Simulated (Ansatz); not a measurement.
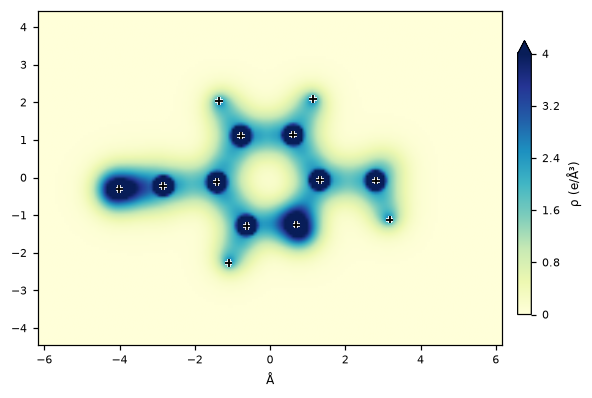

The electron density on a plane through atoms (crosses mark nuclei in the plane).

All numbers below come from Ansatz 0.2.0, isolated molecule in a Gaussian basis; Kohn-Sham density functional theory, functional PBE0.

Candidates:
A. C4H6BClO2
B. C4H8B2F2
C. C7H6N2 (SMILES Cc1ccc(C#N)cn1)

> Which candidate gave the map?

Candidate C: C7H6N2 on the plane of atoms C3, C2 and N9, which holds C, N and H. C–N (1.16 Å): ρ at the midpoint is about 3.5 e/Å³. C–C (1.38 Å): the density is about 2.1 e/Å³ at the midpoint.
